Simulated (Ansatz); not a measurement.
Base system: CdS in the wurtzite structure (space group P6_3mc, No. 186; a = 4.0741 Å, c = 6.6367 Å).

Modification: every lattice vector is shortened by 1.80 %; the atoms relax in the strained cell.

Computed with LDA (Ansatz, an electronic-structure program), without spin-orbit coupling.

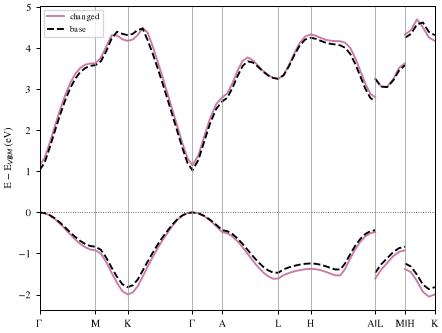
Highest valence and lowest conduction band along the path, each from its own valence-band maximum

Question: Read the changed gap and its character from the plot.

Answer: About 1.1 eV, direct at Γ.

No phonon test of stability was made.
